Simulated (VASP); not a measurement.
Band structure of SnO2 (rutile). Level of theory: vdW-DF-cx, VASP's PBE PAW potentials (set 64) (plane waves; VASP).

Unless said otherwise, spin-orbit coupling is left out, though it shifts the bands of the heavy elements here.

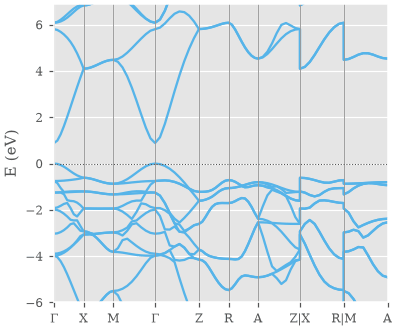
Figure. Bands along high-symmetry lines, zero at the valence-band maximum or, without a gap, the Fermi level

### Question
Read the plot: is there a gap, and where are the band edges?

### Answer
The gap is direct, 0.89 eV, from the valence maximum at Γ to the conduction minimum at Γ. (Edges off the drawn lines would not show.)

The compound is SnO2 in the rutile structure. It was relaxed first.
